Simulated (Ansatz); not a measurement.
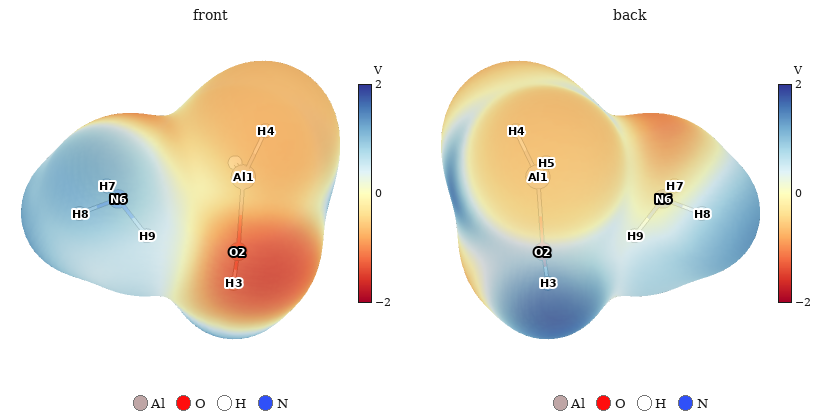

The picture shows: AlH₃O···NH₃. The molecular electrostatic potential painted on the density surface at 0.001 e/bohr³, seen from the front and from behind; the colour scale runs from red (negative) to blue (positive).

Not at a stationary point (largest force 0.9 eV/Å).

Level of theory: RKS PBE-D4/def2-SVP in Ansatz 0.2.0.

```yaml
atoms:
  - { symbol: Al, position_ang: [-0.0148, -0.4138, 0.0000] }
  - { symbol: O, position_ang: [-0.2136, -0.3429, 1.7537] }
  - { symbol: H, position_ang: [-1.0985, -0.4692, 2.1357] }
  - { symbol: H, position_ang: [1.4948, -0.5214, -0.4920] }
  - { symbol: H, position_ang: [-1.3135, -0.5722, -0.9220] }
  - { symbol: N, position_ang: [0.1447, 2.5338, 0.9434] }
  - { symbol: H, position_ang: [1.0376, 3.0333, 1.0621] }
  - { symbol: H, position_ang: [-0.6099, 3.2255, 1.0535] }
  - { symbol: H, position_ang: [0.0706, 1.8526, 1.7349] }
```

Which sites attract a positive test charge, and which a negative one?

A positive charge is drawn to the negative regions and a negative charge to the positive ones. The most negative region (about −1.4 V) lies over O2, the most positive (about +1.6 V) over H3. O2 is the likeliest acceptor of a hydrogen bond.
